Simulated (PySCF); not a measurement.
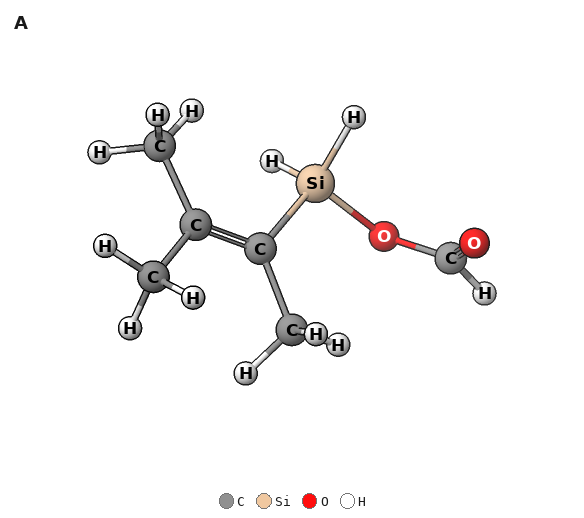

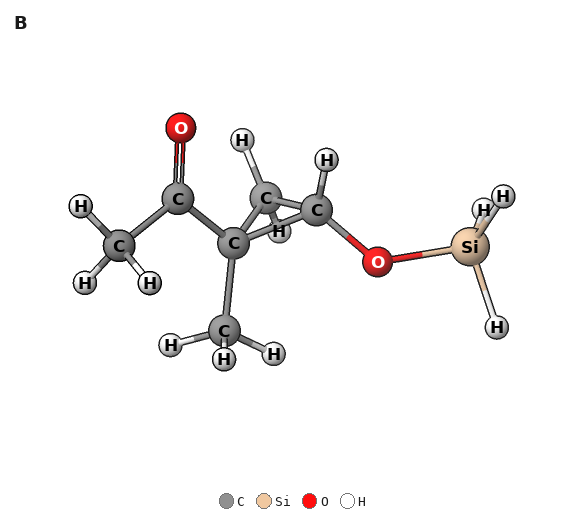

2 stationary structures of one formula. Geometries: GFN2-xTB. Electronic energies: PBE0/pcSseg-1 (PySCF 2.14.0), without zero-point energy. No frequency run is at hand to confirm each as a minimum. Each is one conformer, not always the lowest.

**Which is lowest in energy, and by how much?**

A is lowest; B lies 90.5 kJ/mol above it. A is `CC(C)=C(C)[SiH2]OC=O`, B is `CC(=O)[C@@]1(C)C[C@@H]1O[SiH3]`.

The geometry is semi-empirical. Around Si such bond lengths and angles can be off by a tenth of an ångström or more and by several degrees, and values that hang on the shape move with them.
